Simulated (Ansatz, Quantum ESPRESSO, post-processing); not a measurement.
# Ballistic transmission: vacuum gap of 4.0 Å between two Pt(100) faces, part 4 of 4

Wanted: the transmission near the Fermi level and the conductance of this junction: vacuum gap of 4.0 Å between two Pt(100) faces.

Quantum ESPRESSO 7.5; plane-wave DFT, PBE, GBRV ultrasoft pseudopotentials; cross-check by Ansatz 0.2.0 with PAW datasets.

So far. Step 3 (Transmission with pwcond.x): The run is unpolarised; a magnetic state was not tried, may lie lower and would change T. Step 3 (Transmission with pwcond.x): At no point does T exceed the number of channels.

## (5) Cross-check with Ansatz

A second code with its own PAW datasets, on the same atoms.

Level of this step: plane-wave DFT, PBE, Ansatz PAW (Ansatz 0.2.0).

The input, input.yaml:

```yaml
crystal:
  lattice:
    - [2.8072139213, 0.0, 0.0]
    - [0.0, 2.8072139213, 0.0]
    - [0.0, 0.0, 33.775]
  atoms:
    - { symbol: Pt, position: [0.0, 0.0, 0.0] }
    - { symbol: Pt, position: [0.5, 0.5, 0.0587712805] }
    - { symbol: Pt, position: [0.0, 0.0, 0.1175425611] }
    - { symbol: Pt, position: [0.5, 0.5, 0.1763138416] }
    - { symbol: Pt, position: [0.0, 0.0, 0.2350851221] }
    - { symbol: Pt, position: [0.5, 0.5, 0.2938564027] }
    - { symbol: Pt, position: [0.0, 0.0, 0.3526276832] }
    - { symbol: Pt, position: [0.5, 0.5, 0.4113989637] }
    - { symbol: Pt, position: [0.0, 0.0, 0.5298297557] }
    - { symbol: Pt, position: [0.5, 0.5, 0.5886010363] }
    - { symbol: Pt, position: [0.0, 0.0, 0.6473723168] }
    - { symbol: Pt, position: [0.5, 0.5, 0.7061435973] }
    - { symbol: Pt, position: [0.0, 0.0, 0.7649148779] }
    - { symbol: Pt, position: [0.5, 0.5, 0.8236861584] }
    - { symbol: Pt, position: [0.0, 0.0, 0.8824574389] }
    - { symbol: Pt, position: [0.5, 0.5, 0.9412287195] }
kpoints:
  mp_grid: { grid: [8, 8, 1] }
hamiltonian:
  xc: pbe
scf:
  occupations: { method: fermi_dirac, width: 0.1 }
  convergence: { dr2_threshold: 1.0e-08 }
output:
  transmission: { leads: [[0, 2]], e_range: [-0.4, 0.4], de: 0.4, kmesh: [8, 8] }
  write_potential: true
  write_density: true
  volumetric_format: npy
```

Started as:

```console
ansatz run input.yaml --threads 4 --pin off --max-ram 8192MiB --backend cpu --events-out ev --progress --plain --runs-dir out
```

Numbers of over 12 decimals in the logs are rounded to 6 here.

Output:

```text
Engine: ansatz 0.2.0, aarch64-unknown-linux-gnu
Pseudopotentials: kind: paw
Pseudopotential: Pt, paw, valence charge 18, recommended cutoff 420 eV (normal), Pt.paw.azcp
Functional definition: PBE
  parameter kappa = 0.804
  parameter beta = 0.066725
  exchange = pbe_x(kappa = kappa, mu = beta*pi^2/3)
  correlation = pbe_c(beta = beta)
Crystal: 16 atoms, lattice volume = 266.162 Å³
Basis set: ecut = 420 eV, 5285 PW (Γ)
Bands: 173, of which v1, the nominal top of the filled ones, is band 144 counted from 1 (143 counted from 0)
Symmetry: 16 space group operations
Space group: P4/nmm (ITA 129), of the structure as read, at distance tolerance 6.4e-5 Å
k-points: 15 of 64
Non-local potential: Pt, projectors of the file, l = 0: 3, l = 1: 2, l = 2: 2, l = 3: 1
PAW form: soft (Blöchl's): semilocal exchange-correlation on the pseudo side does not see the compensation charge
PAW one-centre angular grid: Pt, 590 points (default); XC on 64 Gauss nodes
Initial density: superposition of atomic densities (neutral atoms: chi_scale 0, normalization atom), corrected by the library's trained network
Initial wavefunctions: pseudopotential atomic-orbital guess
Functional: x = pbe(κ = 0.804, μ = 0.219515), c = pbe(β = 0.066725)
SCF iter   1: F=—  HF=-200367.041282 eV  |F-HF|=—  |Δ(HF+E_count)|=         —  Δρ=1.82e-2  dr2=5.76e1  ethr=1.77e-3  ⟨swp⟩=5.7  Hψ=8661  notcnv=0  defer=107
preconditioner: auto → LDOS  [metal: Δε(μ)=0.001 eV  Ē_g=8.104 eV  σ=0.100 eV  W_gap=0.00  n_scr=96 (ndim 8)  ℏωp=28.8 eV  f_vac=0.038  D(μ)=28.84/eV (n_scr^D=342)  β→1.0]
SCF iter   2: F=—  HF=-200366.907489 eV  |F-HF|=—  |Δ(HF+E_count)|=   1.34e-1  Δρ=3.28e-3  dr2=4.94e-1  ethr=1.77e-3  ⟨swp⟩=1.0  Hψ=2985  notcnv=0  defer=109
SCF iter   3: F=—  HF=-200366.906421 eV  |F-HF|=—  |Δ(HF+E_count)|=   1.07e-3  Δρ=1.65e-3  dr2=1.93e-2  ethr=1.71e-4  ⟨swp⟩=1.9  Hψ=2572  notcnv=0  defer=116
SCF iter   4: F=—  HF=-200366.903067 eV  |F-HF|=—  |Δ(HF+E_count)|=   3.35e-3  Δρ=4.27e-4  dr2=4.48e-3  ethr=6.69e-6  ⟨swp⟩=2.0  Hψ=3682  notcnv=0  defer=116
SCF iter   5: F=—  HF=-200366.902994 eV  |F-HF|=—  |Δ(HF+E_count)|=   7.29e-5  Δρ=2.05e-4  dr2=7.55e-4  ethr=1.55e-6  ⟨swp⟩=1.1  Hψ=2417  notcnv=0  defer=116
SCF iter   6: F=—  HF=-200366.902973 eV  |F-HF|=—  |Δ(HF+E_count)|=   2.12e-5  Δρ=7.78e-5  dr2=1.07e-4  ethr=2.62e-7  ⟨swp⟩=1.0  Hψ=2416  notcnv=0  defer=116
SCF iter   7: F=—  HF=-200366.902974 eV  |F-HF|=—  |Δ(HF+E_count)|=   1.81e-6  Δρ=2.80e-5  dr2=1.03e-5  ethr=3.71e-8  ⟨swp⟩=1.3  Hψ=2422  notcnv=0  defer=116
SCF iter   8: F=—  HF=-200366.902067 eV  |F-HF|=—  |Δ(HF+E_count)|=   9.07e-4  Δρ=1.39e-5  dr2=1.95e-6  ethr=3.58e-9  ⟨swp⟩=1.5  Hψ=2594  notcnv=0  defer=116
SCF iter   9: F=—  HF=-200366.902067 eV  |F-HF|=—  |Δ(HF+E_count)|=   1.43e-7  Δρ=5.51e-6  dr2=3.33e-7  ethr=6.79e-10  ⟨swp⟩=1.9  Hψ=2873  notcnv=0  defer=116
SCF iter  10: F=—  HF=-200366.902067 eV  |F-HF|=—  |Δ(HF+E_count)|=   9.75e-9  Δρ=2.29e-6  dr2=6.91e-8  ethr=1.16e-10  ⟨swp⟩=1.3  Hψ=2422  notcnv=0  defer=116
SCF iter  11: F=-200366.902067 eV  HF=-200366.902067 eV  |F-HF|=6.43e-9  |Δ(HF+E_count)|=   3.14e-9  Δρ=7.13e-7  dr2=6.73e-9  ethr=3.47e-12  ⟨swp⟩=8.5  Hψ=7836  notcnv=0
SCF 1 converged in 11 iterations: F = -200366.902067 eV  dr2 = 6.73e-9
  greatest PAW one-centre occupation: 1.000 electrons in one spin orbital (limit 2), on the Pt atom at site 10 (counted from 0), in its partial waves of l = 0
transmission: 95 of 945 steps passed
transmission: 189 of 945 steps passed
[...]
transmission: 945 of 945 steps passed
SCF converged after 11 iterations
Free energy (F): -200366.902067 eV
Harris-Foulkes:  -200366.902067 eV  (|F-HF|=6.43e-9)
Internal energy: -200365.942698 eV  (E = F + TS)
E sigma→0 (E₀):  -200366.422382 eV
Entropy (-TS):   -0.959370 eV (-59.961 meV/atom)
Fermi energy:    20.566101 eV
--- Per-component energies (eV) ---
  E_band       = -2790.039957
  E_kinetic    = 10186.260250
  E_local      = -44066.092300  (includes V_loc(G=0)·N_el)
  E_nonlocal   = 3198.561255
  E_hartree    = 18670.199740
  E_xc         = -4181.399896
  E_vxc        = -4835.739214  (∫ρ·V_xc dr)
  E_paw        = -151262.705494  (= ΣΔE_a)
  E_vpaw       = -4613.423093  (= ΣTr[D̂ρ^β])
  E_aug_tail   = 0.003264  (compensation charges beyond the density's cutoff)
  E_ewald      = -32910.769516
  E_smearing   = -0.959370  (= −TS)
  E_closure    = -0.000000  (closes the sum)
  Σ components = -200366.902067   (vs F -200366.902067, Δ=0.00e0)
--- Band table (eV; the first three rows and the last of 15) ---
  k-point 0: bands = [... 140 lower, 20.0786, 20.0786, 20.0892, 20.2310, 20.3621, 20.4049, 20.4049, 20.4720, ... 25 higher]
  k-point 1: bands = [... 140 lower, 19.7771, 19.9221, 20.0028, 20.1120, 20.2158, 20.2383, 20.3149, 20.3410, ... 25 higher]
  k-point 2: bands = [... 140 lower, 19.8197, 20.0041, 20.0154, 20.2144, 20.2281, 20.4130, 20.4631, 20.5735, ... 25 higher]
  k-point 14: bands = [... 140 lower, 21.0681, 21.0681, 21.5852, 21.5852, 22.6775, 22.6775, 23.3379, 23.3379, ... 25 higher]
--- Transmission ---
  basis      : 69 plane waves across, 63 finite elements along
  points     : 15, standing for a mesh of 8 x 8
  energies   : 3 from -0.400000 to 0.400000 eV about the Fermi level, 0.400000 eV apart; the leads are filled to 0.000000 eV, and channels, transmission and decay are at 0.000000 eV
  crystal 0  : Pt2, at the sites [0, 2], period 3.9700 Å, over 31.76 Å; its Hamiltonian steps by up to 2.5 meV
    offset         : up to 0.0000 Å between an atom of the period and one for which it stands
    channels       : 2.375000e0 a spin
    conductance    : none, the energies end too early or step too widely for 300 K: set another output.transmission.e_range or a lower de, or, where they end at an eighth of basis.ecutwfc, a higher one
    slowest decay  : 0.0715 /Å at (0.5000, 0.3750)
  junction   : crystal 0 to crystal 0, -0.29 to 29.51 Å
    transmission   : 2.657517e-1 a spin
    conductance    : none, the energies end too early or step too widely for 300 K: set another output.transmission.e_range or a lower de, or, where they end at an eighth of basis.ecutwfc, a higher one
```

Run time: 19 s. Hardware: 4 threads of Arm Neoverse V2, shared host; peak memory 1.3 GiB; 67 s of CPU time.

This step gave:

```
free energy                                  : -200366.9021 eV
energy at zero smearing                      : -200366.4224 eV
smearing term TS                             : 0.9594 eV
Fermi energy                                 : 20.57 eV
symmetry operations                          : 16
transmission at the Fermi level, one spin    : 0.2658
step of the lead's Hamiltonian over a period : 2.5 meV
```

Per spin; mean over the k mesh across the current. Transmission, zone mean against energy, zero at the Fermi level:

| energy (eV) | transmission, zone mean |
| --- | --- |
| -0.400 | 0.396 |
| 0.000 | 0.266 |
| 0.400 | 0.227 |

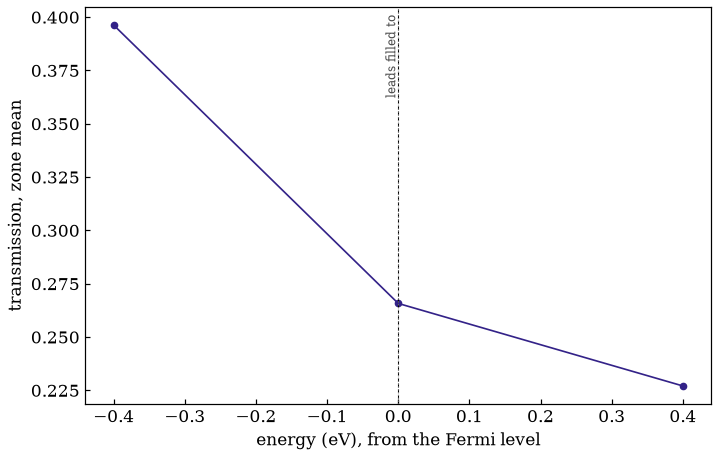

Transmission, zone mean, plotted against energy.

Per spin; mean over the k mesh across the current. Open channels, zone mean against energy, zero at the Fermi level:

| energy (eV) | open channels, zone mean |
| --- | --- |
| -0.400 | 2.75 |
| 0.000 | 2.38 |
| 0.400 | 1.08 |

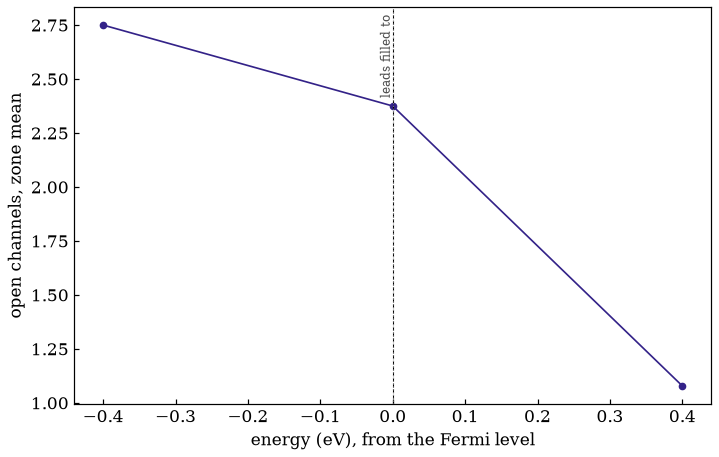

Open channels, zone mean, plotted against energy.

Ansatz finds T = 0.266 against pwcond's 0.265.

## (6) All levels side by side

All levels:

| step | T at the Fermi level (per spin) | conductance (G0) | r.m.s. T(E) from the first | CPU time of the step (s) | peak memory (GiB) |
| --- | --- | --- | --- | --- | --- |
| Ansatz | 0.2658 | - | 0 | 66.63 | 1.26 |
| pwcond | 0.265 | 0.265 | 0.00296 | 231.7 | 0.26 |
| pwcond, changed setting | 0.2654 | 0.2654 | 0.001648 | 157.3 | 0.25 |

Per spin; mean over the k mesh across the current. The transmission, zone mean by energy, zero at the Fermi level:

| energy (eV) | Ansatz | pwcond | pwcond, changed setting |
| --- | --- | --- | --- |
| -0.400 | 0.396 | 0.401 | 0.399 |
| 0.000 | 0.266 | 0.265 | 0.265 |
| 0.400 | 0.227 | 0.226 | 0.226 |

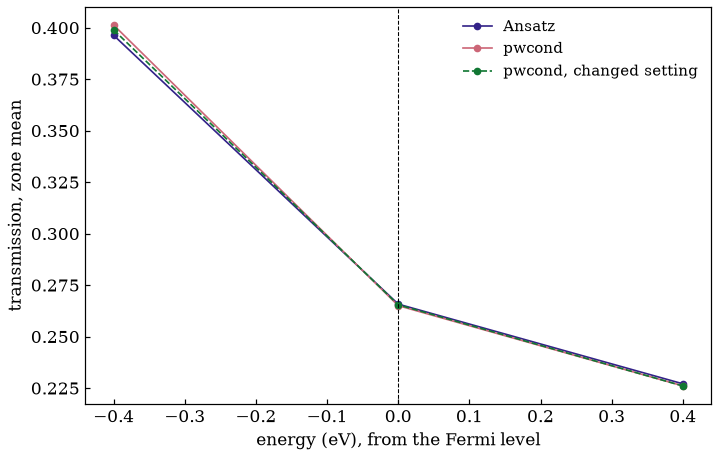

Transmission, zone mean, plotted against energy.

## (7) By hand

The Landauer sum over the mesh, Σ w T = 0.1250 × 0.481 + 0.0625 × 0.804 + 0.0625 × 0.662 + … = 0.2650.

G = 0.265 × 77.48 µS = 20.5 µS a cell. Times the area of 7.880 Å², the resistance-area product is A/G = 3.84 fΩ m², the leads' contact resistance included.

## (8) Results

```json
{"conductance from T at the Fermi level, a cell (G₀ = 2e²/h)": "0.265 G₀", "conductance per area": "261 S/μm²", "lead channels per spin": "2.38", "the same conductance by Ansatz": "0.266 G₀"}
```

In words: The junction conducts 0.265 G₀ a cell at the Fermi level (PBE, GBRV ultrasoft). At the Fermi level the junction passes 11 % of what the leads offer. At the Fermi level pwcond and Ansatz differ by 0.28 %, a close match. The mean rests on 15 distinct points, the heaviest weighing 0.12, and the mesh was not tested, so even the second digit is unsure. Over -0.4 to 0.4 eV, T lies between 0.23 and 0.40 per spin. The geometry is as built, not relaxed, and the leads are short. Semilocal functionals lack the image potential in a vacuum gap. Spin-orbit coupling is left out; depending on the atoms that carry the levels of interest, it can split and shift them by tenths of an eV to an eV or more.

[Logs are printed without paths, hosts, clocks, repeated set-up lines and the standing remarks that a program may print on its own settings, such as how far it seeks lower states.]

[Hosts, paths, dates, database ids (printed as entryN), source tags and the programs' standing remarks are cut or masked in the printed files.]

[Maps of the electrostatic potential energy from Ansatz leave out the sawtooth potential of an applied field or a dipole correction, so their vacuum need not be flat; planar profiles and work functions include it.]
